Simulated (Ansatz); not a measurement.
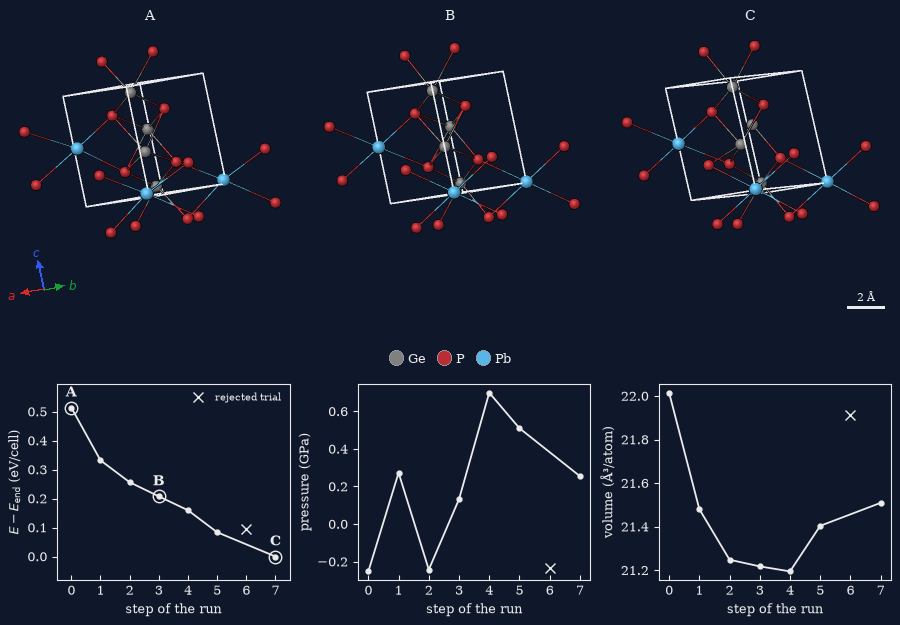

Frames of a relaxation of crystalline Ge₂P₂Pb (built on the K2Te2Pd-71 type type), marked on the history of the run. Style: ball-and-stick. Shown: the cell of the calculation, reduced to other axes, from a free direction. Lengths and directions refer to the drawn axes.

Case: shaken.

Method: DFT, PBEsol, plane waves, PAW (Ansatz). (plane-wave cutoff 420 eV; k-point mesh 6 × 6 × 6; occupations fermi dirac; smearing width 0.05 eV; no spin polarisation; cell and atoms relaxed; force threshold 0.01 eV/Å; at most 120 steps)

What happens along the run?

The run was cut off at its time limit before the relaxation converged, so the last structure is only a point on the way. Over 6 accepted moves (7 points after the start) the energy falls by 0.514 eV per cell of the calculation. Largest force component: 0.56 eV/Å at the start, 0.23 eV/Å at the end. The pressure goes from −0.25 to 0.26 GPa. The line search rejected the trial step at point 6 of the run. A Ge atom moves most relative to the cell: 0.45 Å along [3 −2 1]. By element the largest moves are Ge 0.45 Å, P 0.44 Å, Pb 0.21 Å. Cell: a 5.959 → 5.639 Å (−5.4 %), b 5.965 → 6.191 Å (+3.8 %), c 6.677 → 6.879 Å (+3.0 %), α 74.9° → 73.9°, β 74.3° → 69.3°, γ 82.5° → 80.5°. Volume −2.3 %. Among the contacts that change: Ge–P 3.640 → 2.684 Å, Ge–P 3.529 → 2.578 Å, Ge–P 2.586 → 3.288 Å, Ge–P 2.819 → 3.375 Å. New bonds form: Ge–P (3.53 → 2.58 Å), Ge–P (3.64 → 2.68 Å). Bond angles that change, for instance: Ge–P–Pb 149.4° → 167.7°, Ge–P–Ge 112.2° → 126.4°, Pb–P–Ge 100.0° → 88.3°. The space group stays P1 (No. 1). From step 0 to 3: a Ge atom moves most (0.24 Å), volume −3.6 %, energy −0.306 eV per cell of the calculation. From step 3 to 7: a P atom moves most (0.39 Å), volume +1.4 %, energy −0.208 eV per cell of the calculation.

```
step  E − E(0), meV/atom  largest force component, eV/Å  pressure, GPa  volume, Å³/atom      note
   0                0.00                         0.5560          -0.25           22.015          
   1              -18.21                         0.5661           0.27           21.481          
   2              -25.76                         0.2008          -0.24           21.248          
   3              -30.64                         0.1425           0.13           21.218          
   4              -35.44                         0.2438           0.70           21.195          
   5              -43.03                         0.2840           0.51           21.404          
   6              -41.87                         0.6380          -0.23           21.915  rejected
   7              -51.40                         0.2274           0.26           21.509
```

Limits of the set-up: layers or molecules are held without a dispersion correction, so their spacing is unreliable.
